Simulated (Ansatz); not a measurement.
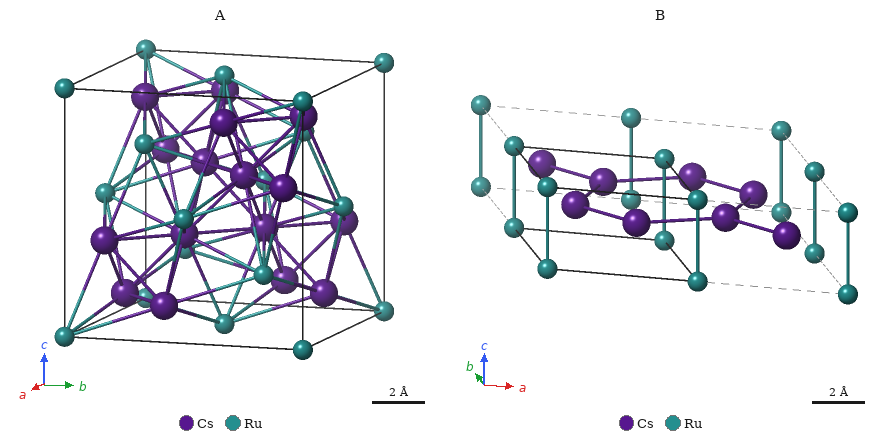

Two structures of Cs2Ru, each relaxed to rest (conventional cells in solid outline, small ones repeated, not to one scale). Method: Ansatz, DFT PBE, scalar-relativistic, plane waves, PAW, without spin polarisation.

Describe A and B.

Answer. A: cubic Laves phase (C15, MgCu₂ type), Fd-3m. B: AlB₂ type, P6/mmm.

A or B: which is lower in energy?

Answer. B is lower, by 516 meV/atom at this level of theory (energies at zero smearing). Volumes: A 39.8, B 36.3 Å³/atom.

One or both may be structure types tried for this composition rather than known phases.
